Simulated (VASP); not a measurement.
Band structure of NdSb (space group Fm-3m). Method: PBEsol GGA, VASP's PBE PAW potentials (set 64) (plane waves; VASP).

Unless said otherwise, spin-orbit coupling is left out, though it shifts the bands of the heavy elements here.

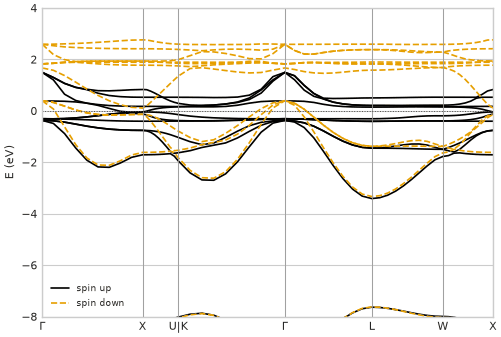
*Bands along high-symmetry lines, zero at the valence-band maximum or, without a gap, the Fermi level*

Read the plot: is there a gap, and where are the band edges?

It has no gap at this level: it comes out as a metal or semimetal.

The structure comes from a measured NdSb entry (Fm-3m) of the Crystallography Open Database, whose conditions weren't checked. The cell was not relaxed at this level.
